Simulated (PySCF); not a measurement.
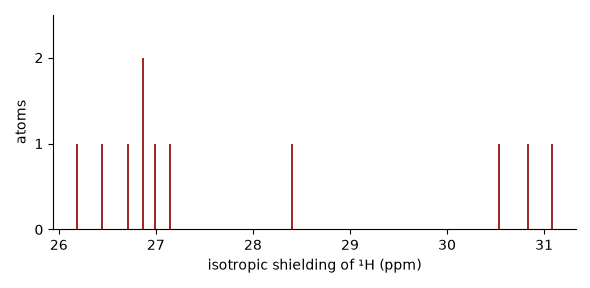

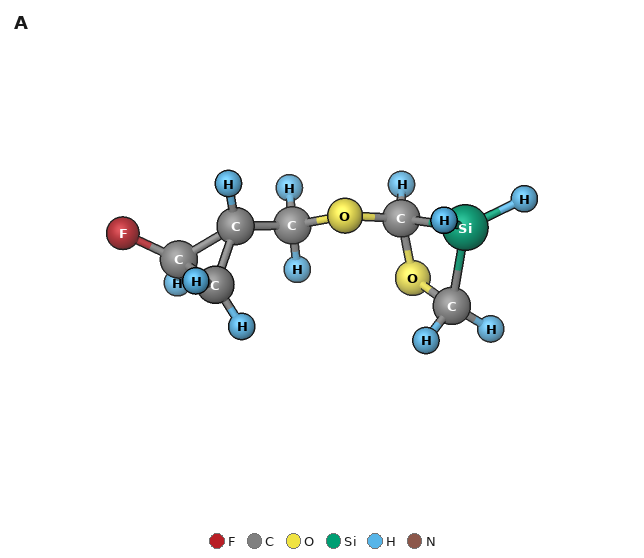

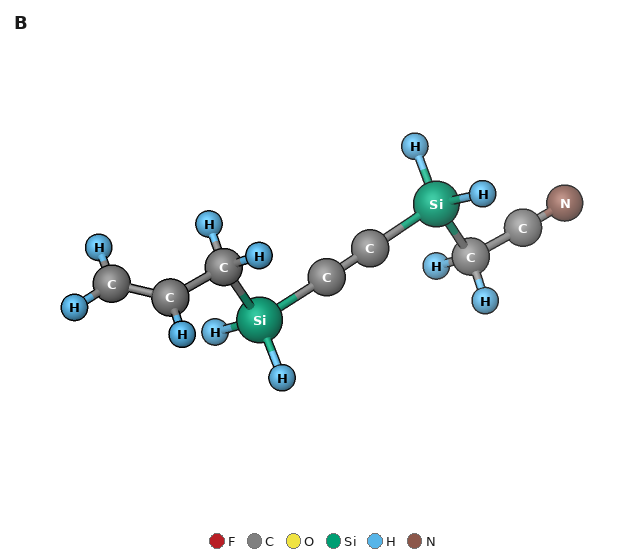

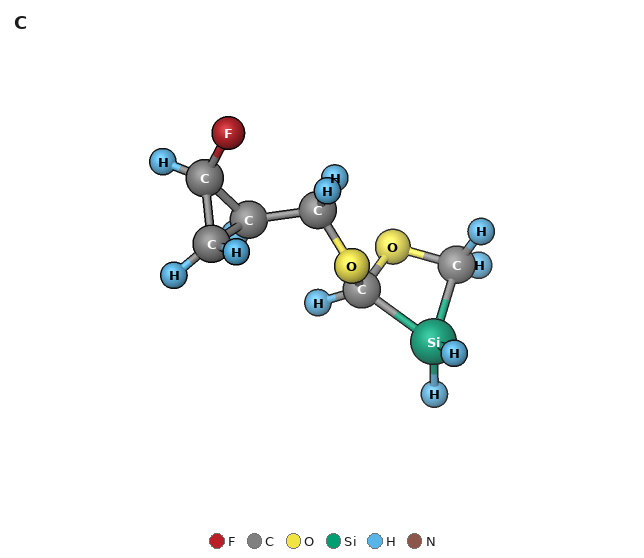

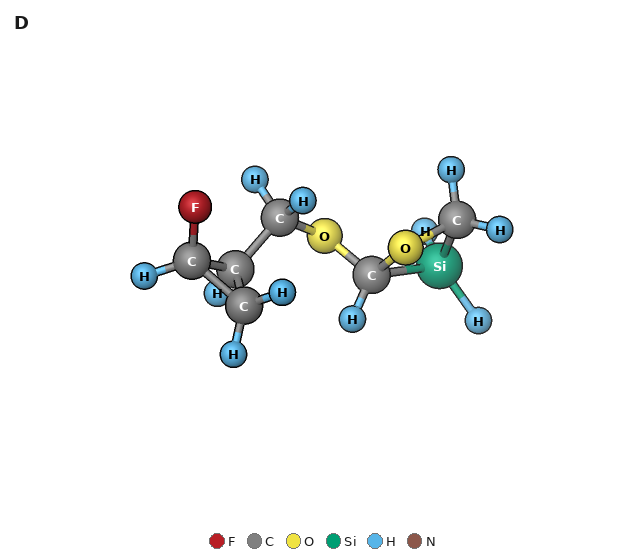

The sticks are computed shieldings of one of the molecules, for one fixed geometry (GFN2-xTB) without averaging over rotations. Low shielding means a high chemical shift. Method: GIAO PBE0/pcSseg-1 NMR shielding, non-relativistic, gas phase (PySCF 2.14.0).

Match the spectrum to a structure.

Answer. C, `F[C@@H]1C[C@@H]1CO[C@H]1OC[SiH2]1`. Its 11 H atoms give lines at 26.19, 26.45, 26.71, 26.87 (2 atoms), 27.00, 27.15, 28.41, 30.54, 30.83, 31.08 ppm.

The geometry is semi-empirical. Around Si such bond lengths and angles can be off by a tenth of an ångström or more and by several degrees, and values that hang on the shape move with them.
